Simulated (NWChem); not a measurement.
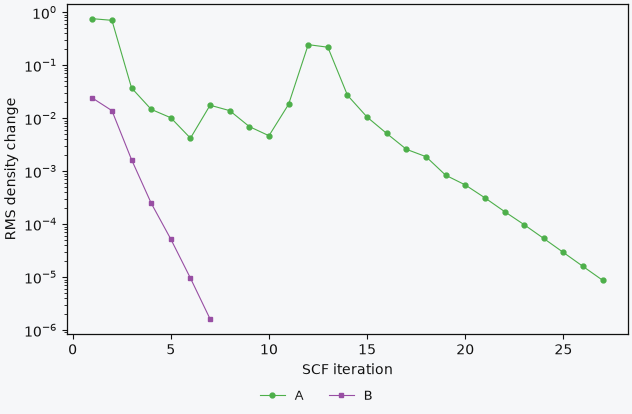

Two SCF runs that differ in one setting.
- system: H4OSi (SMILES O[SiH3])
- method: RKS PBE0, MIDI! (NWChem)

A: guess set to hcore
B: usual settings

Which runs converged, and in how many iterations?

Answer. Run B converged in 7 iterations. Run A converged in 27 iterations. A core-Hamiltonian guess ignores the electrons' repulsion and starts much further from the solution. Both end at the same energy within 1 meV.
